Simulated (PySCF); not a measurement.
## Electronic structure of C3H9GaO (SMILES CC(C)[O][GaH2]) in real space

```yaml
atoms:
  - { symbol: C, position_ang: [-0.8082, 0.0967, 1.2929] }
  - { symbol: C, position_ang: [-0.4606, -0.6486, 0.0124] }
  - { symbol: C, position_ang: [-0.9119, 0.1033, -1.2316] }
  - { symbol: O, position_ang: [0.9100, -0.9588, -0.0466] }
  - { symbol: Ga, position_ang: [2.3013, 0.1623, -0.0861] }
  - { symbol: H, position_ang: [-0.4668, -0.4737, 2.1697] }
  - { symbol: H, position_ang: [-0.3236, 1.0873, 1.3122] }
  - { symbol: H, position_ang: [-1.8942, 0.2521, 1.3851] }
  - { symbol: H, position_ang: [-0.9902, -1.6203, 0.0317] }
  - { symbol: H, position_ang: [-0.6418, -0.4618, -2.1361] }
  - { symbol: H, position_ang: [-2.0018, 0.2586, -1.2348] }
  - { symbol: H, position_ang: [-0.4302, 1.0944, -1.2840] }
  - { symbol: H, position_ang: [2.0593, 1.7100, -0.0498] }
  - { symbol: H, position_ang: [3.6574, -0.6021, -0.1571] }
```

Geometry: PBE0-D3(BJ)/def2-SVP.

Level of theory: PySCF 2.14.0, PBE0/def2-SVPD, SCF density, gas phase.

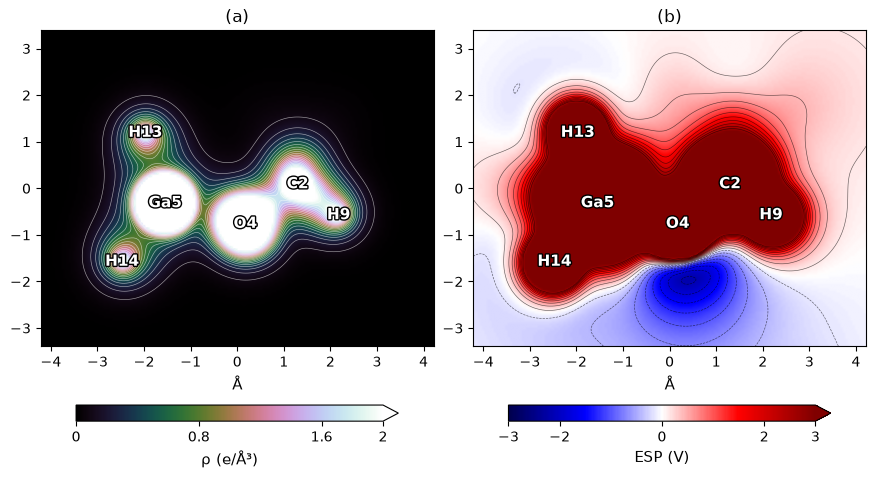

Figure 1. (a) electron density; (b) molecular electrostatic potential on the plane of atoms H13, Ga5 and H14.

Q: Describe what can be read from this map.

A:
- The section cuts through C, O, Ga and H sites.
- C–O (1.41 Å): ρ is about 2.1 e/Å³ halfway, with its minimum of 1.7 e/Å³ about 0.5 Å from C.
- Ga–O (1.79 Å): ρ is about 0.87 e/Å³ halfway.
- C–H (1.11 Å): ρ at the midpoint is about 2 e/Å³.
- Ga–H (1.56 Å): ρ at the midpoint is about 0.99 e/Å³.
- Outside the dense part of the molecule the potential is most negative (−2.2 V) near O4.

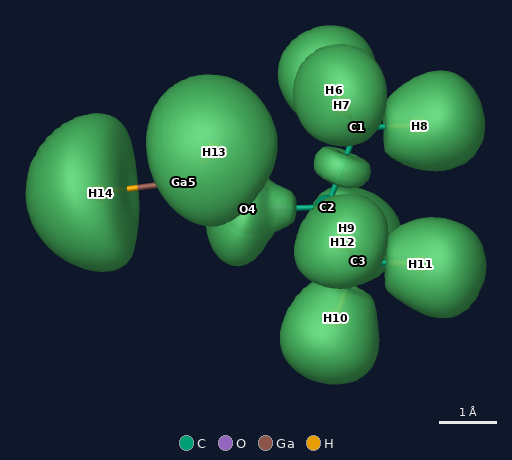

Figure 2. Isosurface of the electron localisation function at 0.75 (green), seen at a tilt. Core shells and regions of very low density are left out.

Q: Identify the bonds, lone pairs and shells in this picture.

A: The ELF exceeds this value in two regions between bonded C–C atoms (shared pairs), nine regions around hydrogen nuclei and one region on O in which the atom's valence shell and bonds are merged. Profiles from the grid: C–O (1.41 Å): the ELF peaks at about 0.90 between the atoms, as expected for a shared but strongly polarised pair. C–C (1.52 Å): the ELF peaks at about 0.95 between the atoms: localised, covalent bonding.

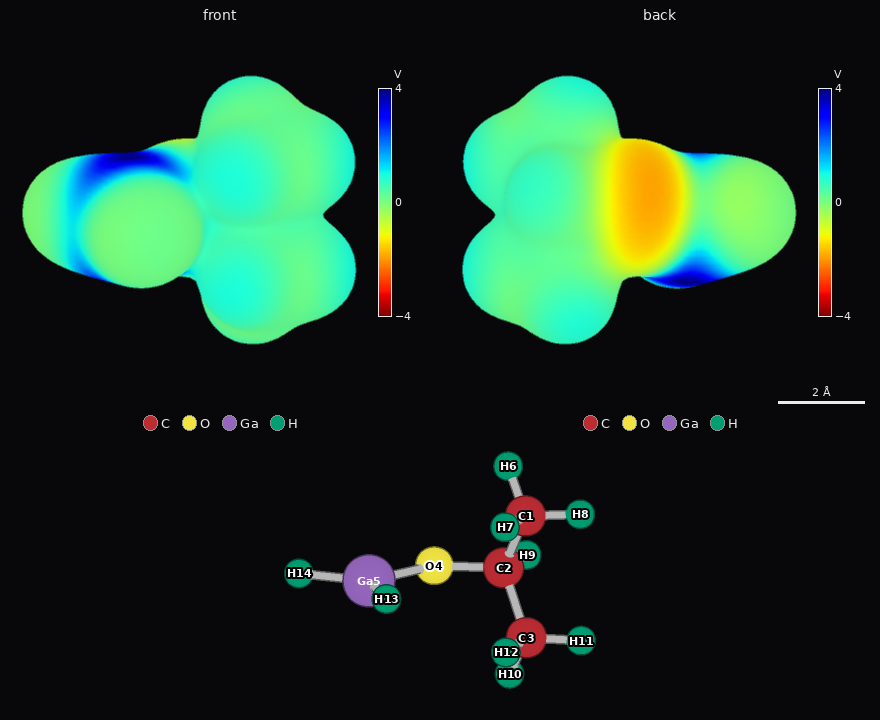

Figure 3. The electrostatic potential painted on the density surface at 0.004 e/bohr³, seen from the front and from behind; the colour scale runs from red (negative) to blue (positive). The bare structure is drawn below in the same view.

Q: Which sites attract a positive test charge, and which a negative one?

A: A positive charge is drawn to the negative regions and a negative charge to the positive ones. The most negative region (about −1.9 V) lies over O4, the most positive (about +3.8 V) over Ga5. O4 is the likeliest acceptor of a hydrogen bond.

Q: How polar is the molecule by this calculation?

A: Its dipole moment is 1.15 D.
